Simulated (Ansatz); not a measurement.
Input file:

```
crystal:
  periodic: [false, false, false]
  atoms:
    - {symbol: C, position_ang: [0.381972, -0.522708, 0.431824]}
    - {symbol: Ge, position_ang: [0.056093, -1.263720, -1.355951]}
    - {symbol: Ge, position_ang: [-0.353043, -3.725619, -1.385356]}
    - {symbol: H, position_ang: [-0.484582, -0.704661, 1.083994]}
    - {symbol: H, position_ang: [1.262856, -0.998195, 0.887127]}
    - {symbol: H, position_ang: [0.558045, 0.561469, 0.378566]}
    - {symbol: H, position_ang: [1.274813, -0.941155, -2.259720]}
    - {symbol: H, position_ang: [-1.159602, -0.534335, -1.985000]}
    - {symbol: H, position_ang: [-0.527554, -3.645549, -2.970579]}
basis:
  gaussian: {orbitals: def2-TZVPD}
hamiltonian: {xc: pbe0}
output: {forces: true, orbitals: {seedname: orbitals}}
```

Launched as:

```sh
ansatz run input.yaml --threads 2 --pin off --max-ram 4350MiB --events-out events.jsonl --progress --plain --runs-dir runs
```

Geometry: PBE0-D3(BJ)/def2-SVP.

Level of theory: isolated molecule in a Gaussian basis; Kohn-Sham density functional theory, functional PBE0 in Ansatz.

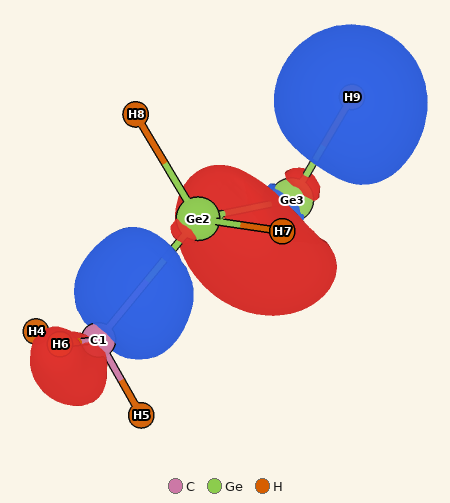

CH6Ge2 (SMILES [CH3][GeH2][GeH]). The HOMO−1 at ±0.15 Å⁻³ᐟ² (red and blue are the two phases), seen at an oblique angle.

> Where does this orbital lie, and at what energy?

Its weight (Hirshfeld) is mainly on Ge3 (about 40 %), H9 (about 25 %), Ge2 (about 15 %) and C1 (about 15 %). Its energy is −7.91 eV.
